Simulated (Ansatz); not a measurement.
The figure comes from a scan of PbTe (rock salt): one Pb atom of a 4-atom cell moves by u along (1.00, 0.00, 0.00) and v along (0.00, 0.00, 1.00). Calculation: PBE (plane waves to 420 eV, PAW, scalar-relativistic; Ansatz, a quantum-chemistry and plane-wave program). k mesh 7×7×7 (Γ-centred), Fermi-Dirac smearing 0.05 eV. Energies are smeared free energies. PbTe was relaxed with its symmetry unable to fall. Spin-orbit coupling is left out, though Pb and Te are heavy. ΔE is measured from the undisplaced structure. Axes are in Å.

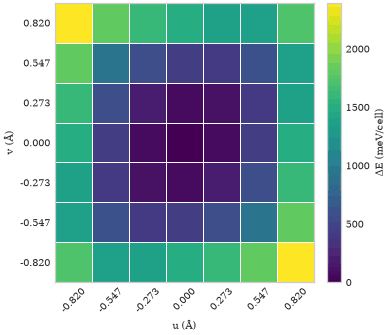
ΔE (meV/cell), one tile a computed point.

### Question
Turn the plot into a table (rounded to what can be read).

### Answer
To the nearest 200:

ΔE (meV/cell), with u across and v down:

| v \ u | -0.820 | -0.547 | -0.273 | 0.000 | 0.273 | 0.547 | 0.820 |
|---|---|---|---|---|---|---|---|
| -0.820 | 1800 | 1400 | 1400 | 1400 | 1600 | 1800 | 2400 |
| -0.547 | 1400 | 600 | 400 | 400 | 600 | 1000 | 1800 |
| -0.273 | 1400 | 400 | 200 | 0 | 200 | 600 | 1600 |
| 0.000 | 1400 | 400 | 0 | 0 | 0 | 400 | 1400 |
| 0.273 | 1600 | 600 | 200 | 0 | 200 | 400 | 1400 |
| 0.547 | 1800 | 1000 | 600 | 400 | 400 | 600 | 1400 |
| 0.820 | 2400 | 1800 | 1600 | 1400 | 1400 | 1400 | 1800 |

(For displaced atoms, the force is minus the slope of the energy, and its curvature is a force constant, which sets phonon frequencies.)
